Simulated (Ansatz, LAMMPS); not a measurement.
# A frame of glassy nearly rigid 91GeO2-6Al2O3-3Sc2O3 (mol %) from 2500 K, run at 400 K (102 atoms) in motion

Wanted: a short trajectory of a frame of glassy nearly rigid 91GeO2-6Al2O3-3Sc2O3 (mol %) from 2500 K, run at 400 K (102 atoms) with its pair distributions.

Calculated with Ansatz 0.2.0; Kohn-Sham DFT, PBE, PAW (set soft_2), plane waves.

### Step 1. Starting point

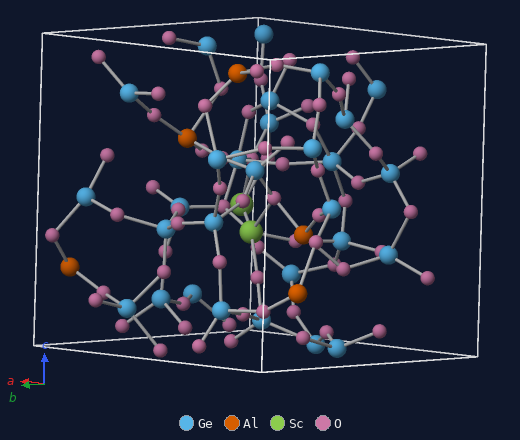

The cell as given, from a free direction (germanium blue, aluminium orange, scandium green, oxygen pink). Some periodic images of atoms are drawn too.

The cell holds 102 atoms: 29 Ge, 4 Al, 2 Sc and 67 O. Its edges and angles: a = 11.569 Å, b = 11.569 Å, c = 11.569 Å, α = 90.0°, β = 90.0°, γ = 90.0°. 102 atoms (29 Ge, 4 Al, 2 Sc, 67 O) placed at random at 3.62 g/cm³, melted at 4000 K for 10 ps at fixed volume with the Morse and Coulomb pair potential with partial charges (Pedone, Malavasi, Menziani, Cormack and Segre, J. Phys. Chem. B 110, 11780 (2006)). Snapshot at the end of a hold of 10 ps at 2500 K and fixed volume.

Before any run, some limits are plain. The starting topology of bonds comes from the classical model, and needn't be the one that DFT or experiment would give. The cell was made at 2500 K but the dynamics is set to 400 K: the trajectory isn't one at 2500 K. The Brillouin zone is sampled at Γ only, in a cell whose shortest periodic width is 12 Å.

### Step 2. Single point at the start

The forces at the start show how far the geometry lies from a minimum of this functional.

File input.yaml:

```yaml
crystal:
  lattice:
    - [11.5695, 0.0, 0.0]
    - [0.0, 11.5695, 0.0]
    - [0.0, 0.0, 11.5695]
  atoms:
    - { symbol: Ge, position: [0.1013, 0.65934, 0.93309] }
    - { symbol: Ge, position: [0.87944, 0.54348, 0.13712] }
    - { symbol: Ge, position: [0.75146, 0.34059, 0.58359] }
    - { symbol: Ge, position: [0.5093, 0.21111, 0.0064] }
    [... 92 atom lines left out ...]
    - { symbol: O, position: [0.94998, 0.14761, 0.02853] }
    - { symbol: O, position: [0.66183, 0.77027, 0.00211] }
    - { symbol: O, position: [0.56872, 0.6062, 0.61676] }
    - { symbol: O, position: [0.44948, 0.55382, 0.24238] }
    - { symbol: O, position: [0.89754, 0.79187, 0.6076] }
    - { symbol: O, position: [0.55979, 0.92133, 0.83986] }
kpoints:
  mp_grid: { grid: [1, 1, 1] }
hamiltonian:
  xc: pbe
scf:
  occupations: { method: fermi_dirac, width: 0.215 }
output:
  forces: true
```

Launch:

```
> ansatz run input.yaml --threads 4 --pin off --max-ram 8192MiB --backend cpu --events-out ev --progress --plain --runs-dir out
```

Wall time 13 s (4 threads of Intel Xeon 6975P-C (Granite Rapids), shared host); peak memory 2.5 GiB; 49 s of CPU time.

Read from the output:

```yaml
free_energy: -168966.8182 eV
free_energy_per_atom: -1656.5374 eV/atom
scf_cycles: 9
r_m_s_force_component: 2.668 eV/Å
longest_force: 11.79 eV/Å
fermi_energy: 4.627 eV
```

The r.m.s. force component of 2.7 eV/Å sets the starting point.

Length of the force by element:

```tsv
element	coordination	atoms	mean length of the force (eV/Å)	spread	least	most
Al	all	4	3.54	0.783	2.26	4.34
Ge	all	29	5.10	2.83	1.67	11.8
O	all	67	3.34	2.40	0.43	9.56
Sc	all	2	1.56	0.252	1.30	1.81
```

### Step 3. Dynamics started at 400 K

A Nosé–Hoover thermostat steers the temperature while disturbing the dynamics little. The time step is 1.0 fs.

Changes to input.yaml since step 2:

```diff
@@ -15 +15,8 @@
   forces: true
+md:
+  timestep: 1.0
+  n_steps: 240
+  ensemble: nvt_nose_hoover
+  temperature: 400
+  initial_velocities: maxwell_boltzmann
+  seed: 2645
```

Run time: 32 min. Hardware: 4 threads; peak memory 2.9 GiB.

The program notes that it switched symmetry off.

The trajectory, sampled:

```tsv
time (fs)	T (K)	potential (meV/atom)	conserved (meV/atom)
0.0	400	0.0	0.00
16.0	1561	-155.3	-0.41
32.0	1250	-140.4	-0.38
48.0	1357	-171.7	-0.42
64.0	1385	-201.5	-0.47
80.0	1296	-215.3	-0.59
96.0	1136	-217.8	-0.58
112.0	924	-210.0	-0.57
128.0	990	-235.7	-0.57
144.0	930	-248.0	-0.58
160.0	769	-243.3	-0.59
176.0	886	-273.2	-0.66
192.0	686	-261.4	-0.60
208.0	726	-280.3	-0.63
224.0	561	-270.8	-0.64
240.0	637	-289.6	-0.69
```

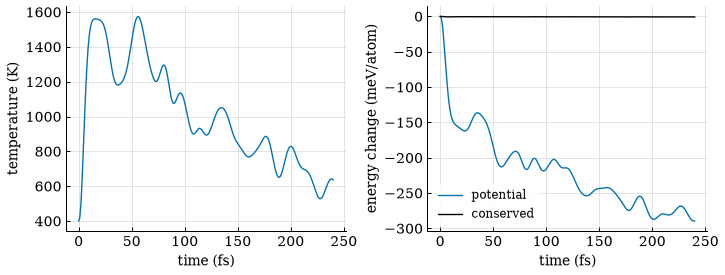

Temperature and energies against time.

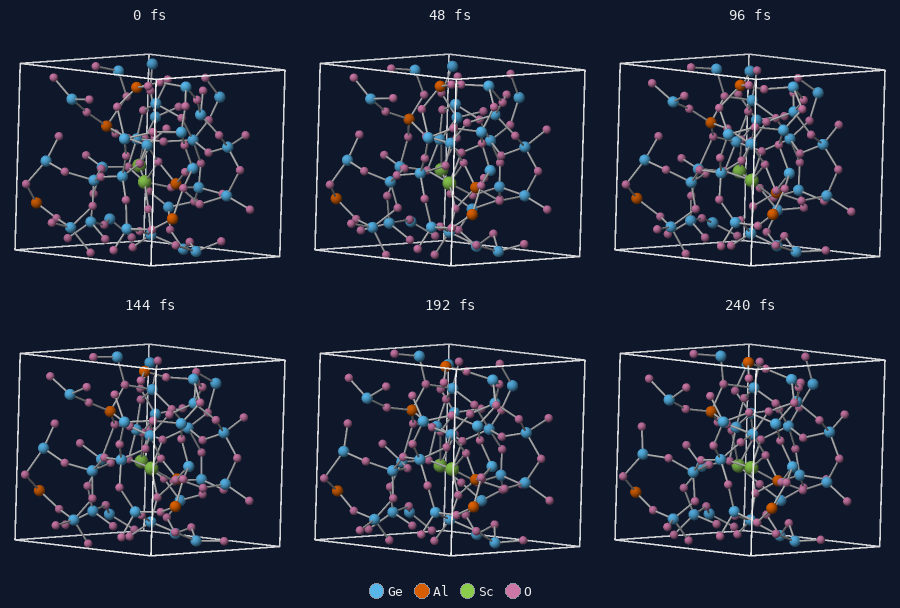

6 frames of the run.

Mean square displacement from the first frame to the last: Ge 0.24 Å², Al 0.53 Å², Sc 0.38 Å², O 0.41 Å².

Table of mean square displacement by time lag:

```tsv
time lag (fs)	Al (Å²)	Ge (Å²)	O (Å²)	Sc (Å²)
1.0	9.1e-5	3.4e-5	1.6e-4	3.8e-5
15.0	0.0181	0.00720	0.0309	0.00771
30.0	0.0499	0.0237	0.0850	0.0255
45.0	0.0708	0.0424	0.135	0.0460
60.0	0.0853	0.0611	0.184	0.0627
75.0	0.107	0.0798	0.223	0.0728
90.0	0.141	0.0994	0.255	0.0776
105.0	0.178	0.119	0.277	0.0818
120.0	0.200	0.136	0.289	0.0918
```

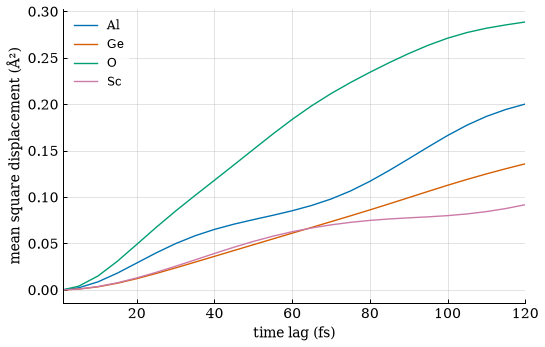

Mean square displacement, plotted against time lag.

Over the second half of 240 fs the temperature averages 788 K, falling from about 967 to 615 K (means over the first and last quarter of that half). The conserved energy stays within 0.70 meV/atom. From first frame to last Al has the largest mean square displacement, 0.53 Å² at the end; the farthest move is 1.43 Å. The mean temperature of 788 K lies well off the 400 K of the input, so the thermostat hasn't yet brought the run to equilibrium. The run spans 0.24 ps, too short for its means to be equilibrium values.

### Step 4. Structure statistics late in the run

The g(r) is a mean over the second half.

Density 3.62 g/cm³, 15.18 Å³ an atom.

Mean of 14 frames. g(r), total and by pair (bins of 0.2 Å):

```tsv
r (Å)	total	O-O	O-Ge	O-Al	O-Sc	Ge-Ge	Ge-Al
1.60	0.42	0.00	0.94	1.25	0.00	0.00	0.00
1.80	4.13	0.00	9.75	8.55	1.53	0.00	0.00
2.00	0.49	0.00	0.92	1.16	3.45	0.00	0.00
2.20	0.13	0.02	0.09	0.14	3.18	0.00	0.00
2.40	0.18	0.31	0.02	0.06	1.41	0.00	0.00
2.60	0.56	1.24	0.02	0.07	0.53	0.00	0.22
2.80	1.28	2.77	0.11	0.06	0.98	0.05	0.73
3.00	1.37	2.71	0.15	0.29	0.19	1.16	0.73
3.20	1.08	1.28	0.42	0.82	0.06	3.09	2.21
3.40	0.96	0.71	0.71	0.55	0.42	2.65	3.96
3.60	0.72	0.51	0.97	0.79	0.94	0.27	0.68
3.80	0.80	0.54	1.23	1.08	1.05	0.12	0.18
4.00	0.94	0.61	1.40	1.69	0.59	0.36	0.78
4.20	1.11	0.76	1.50	1.71	1.17	0.97	1.01
4.40	1.23	0.77	1.78	1.27	1.60	0.98	1.37
4.60	1.10	0.85	1.30	1.55	2.20	0.95	1.01
4.80	0.99	0.99	0.90	1.19	1.73	1.09	1.02
5.00	1.03	1.23	0.84	0.63	0.94	1.18	0.76
5.20	1.02	1.35	0.66	0.68	0.86	1.15	1.31
5.40	1.06	1.35	0.70	0.86	0.75	1.29	0.92
5.60	1.04	1.31	0.78	0.67	0.65	1.17	1.19
```

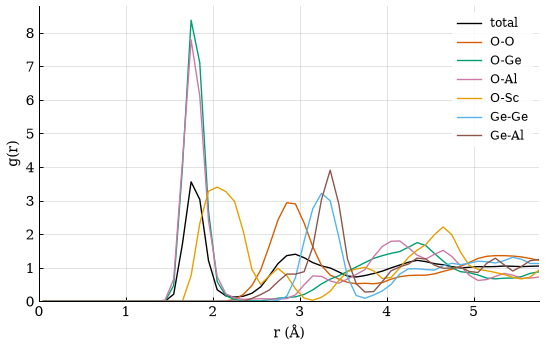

Pair distribution functions, lightly smoothed.

### Step 5. Single point at the last frame

The last frame is solved once more, with the analyses that the dynamics left out.

File input.yaml:

```yaml
crystal:
  lattice:
    - [11.5695, 0.0, 0.0]
    - [0.0, 11.5695, 0.0]
    - [0.0, 0.0, 11.5695]
  atoms:
    - { symbol: Ge, position: [0.07415, 0.64334, 0.92127] }
    - { symbol: Ge, position: [0.89074, 0.50654, 0.12017] }
    - { symbol: Ge, position: [0.73207, 0.36697, 0.59532] }
    - { symbol: Ge, position: [0.51701, 0.22971, 0.02581] }
    [... 92 atom lines left out ...]
    - { symbol: O, position: [0.93648, 0.14406, 0.03263] }
    - { symbol: O, position: [0.71478, 0.73028, 0.00772] }
    - { symbol: O, position: [0.53512, 0.64654, 0.64276] }
    - { symbol: O, position: [0.4167, 0.53724, 0.27731] }
    - { symbol: O, position: [0.95115, 0.86737, 0.60547] }
    - { symbol: O, position: [0.58588, 0.91695, 0.84842] }
kpoints:
  mp_grid: { grid: [1, 1, 1] }
hamiltonian:
  xc: pbe
scf:
  occupations: { method: fermi_dirac, width: 0.215 }
output:
  forces: true
  stress: true
  populations: intrinsic
  dos:
    method: { smearing: { sigma: 0.08 } }
    de: 0.1
    projected: { site_lists: { Al: [Al], Ge: [Ge], O: [O], Sc: [Sc] } }
  eigenvalues: true
  write_density: true
  write_potential: true
  volumetric_format: npy
```

It took 19 s on 4 threads; peak memory 2.6 GiB; 73 s of CPU time.

The program notes that the exchange-correlation potential is rough where the density is thin.

Numbers from this run:

```
free energy                                      : -168996.3522 eV
free energy per atom                             : -1656.8270 eV/atom
SCF cycles                                       : 10
pressure                                         : -2.041 GPa
r.m.s. force component                           : 0.8837 eV/Å
longest force                                    : 3.503 eV/Å
Fermi energy                                     : 4.568 eV
spacing of highest filled and lowest empty level : 1.728 eV
levels partly filled by over 2 per cent          : 1
```

Length of the force by element:

```tsv
element	coordination	atoms	mean length of the force (eV/Å)	spread	least	most
Al	all	4	1.31	0.239	1.00	1.62
Ge	all	29	1.77	0.640	0.785	3.50
O	all	67	1.27	0.567	0.171	2.44
Sc	all	2	0.644	0.105	0.539	0.749
```

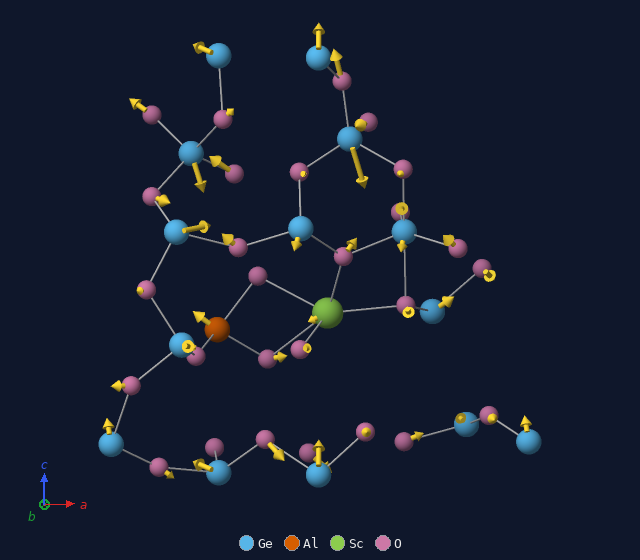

Forces as arrows; the longest in the cell is 3.50 eV/Å. Drawn is a slice 4 Å thick, seen along the normal of the ac plane. Bonds to atoms that aren't drawn are left out.

Intrinsic-atomic-orbital charges by element:

```tsv
element	coordination	atoms	mean charge (e)	spread	least	most
Al	all	4	1.35	0.017	1.32	1.37
Ge	all	29	1.53	0.0321	1.45	1.60
O	all	67	-0.782	0.0408	-0.886	-0.708
Sc	all	2	1.36	0.0119	1.35	1.37
```

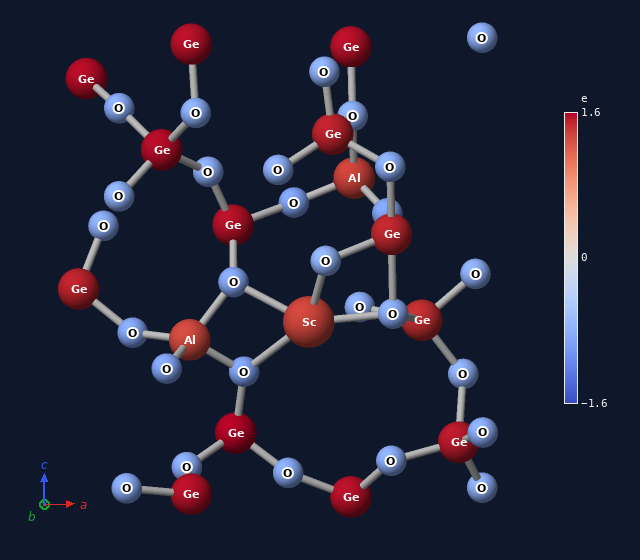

Atoms coloured by intrinsic-atomic-orbital charge. Drawn is a stretch of 10 Å of the 12 Å that the cell measures along a and a slice 4 Å thick, seen along the normal of the ac plane. Bonds to atoms that aren't drawn are left out.

Density of states as counts of states in windows of 1 eV (from the Fermi level), total and the larger projections:

```tsv
from (eV)	to (eV)	total	O p	Ge p	Ge s
-14	-11	0.0	0.0	0.0	0.0
-11	-10	9.4	5.2	0.3	3.4
-10	-9	15.6	8.7	0.7	5.0
-9	-8	16.4	9.5	1.1	4.2
-8	-7	14.6	9.0	1.3	2.7
-7	-6	35.4	25.7	6.9	0.7
-6	-5	44.5	33.4	7.8	0.6
-5	-4	46.7	37.7	5.1	0.4
-4	-3	73.6	65.9	3.3	0.3
-3	-2	97.3	92.2	1.6	0.2
-2	-1	47.5	45.6	0.6	0.1
-1	0	0.9	0.9	0.0	0.0
0	1	2.0	0.5	0.1	0.9
1	2	4.1	1.3	0.4	1.6
2	3	19.7	4.8	2.0	5.6
3	4	28.3	6.4	3.2	6.9
4	5	19.8	5.1	3.9	5.1
```

The curve was stored every 0.10 eV, coarse against its broadening of 0.08 eV, so these counts are rough.

Between -26 and -14 eV lie 424 more states.

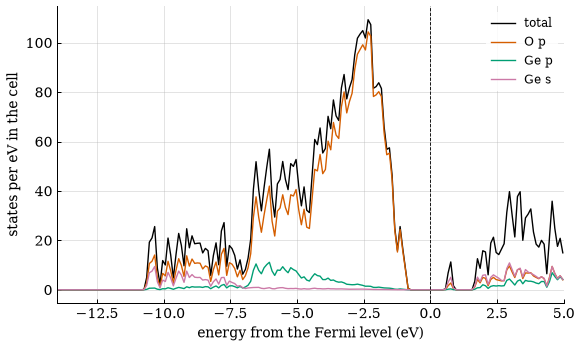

Total and projected density of states, with the broadening of the input.

The levels nearest the highest filled one (over half full), pooled over k-points and spins:

```tsv
level less the highest filled one (eV)	occupation
-0.463	2.00
-0.388	2.00
-0.318	2.00
-0.162	1.99
-0.135	1.99
0	1.98
1.73	0.064
2.76	0.001
2.95	0
3.06	0
3.29	0
3.32	0
```

Mean intrinsic-atomic-orbital charges: Al +1.35, Ge +1.53, O -0.78, Sc +1.36 e. The largest share in the top eV of filled states is O p (97 % of the projected weight), and in the lowest eV of empty states Ge s (45 % of the projected weight).

### Step 6. What came out

| Quantity | Value |
| --- | --- |
| mean temperature, second half | 787.7 K |
| temperature swing, second half | 138.1 K |
| slope of the conserved energy against time, by least squares | -1.223 meV/atom/ps |
| free energy per atom | -1656.8270 eV/atom |
| pressure | -2.041 GPa |
| r.m.s. force component | 0.8837 eV/Å |
| spacing of highest filled and lowest empty level | 1.728 eV |
| wall time of the 3 DFT runs | 33 min |

**Reading.** Over the second half of 240 fs the temperature averages 788 K, falling from about 967 to 615 K (means over the first and last quarter of that half). The conserved energy stays within 0.70 meV/atom. The mean temperature of 788 K lies well off the 400 K of the input, so the thermostat hasn't yet brought the run to equilibrium. The run spans 0.24 ps, too short for its means to be equilibrium values. The highest filled and lowest empty levels lie 1.73 eV apart (at Γ alone), but 1 level is partly filled, by over 2 %, under the smearing.

**Limits.** The pressure of -2.0 GPa is that of one thermal frame at a volume set beforehand, without the kinetic term.

[Logs are printed without paths, hosts, clocks, repeated set-up lines and the standing remarks that a program may print on its own settings, such as how far it seeks lower states.]

[Hosts, paths, dates, database ids (printed as entryN), source tags and the programs' standing remarks are cut or masked in the printed files.]
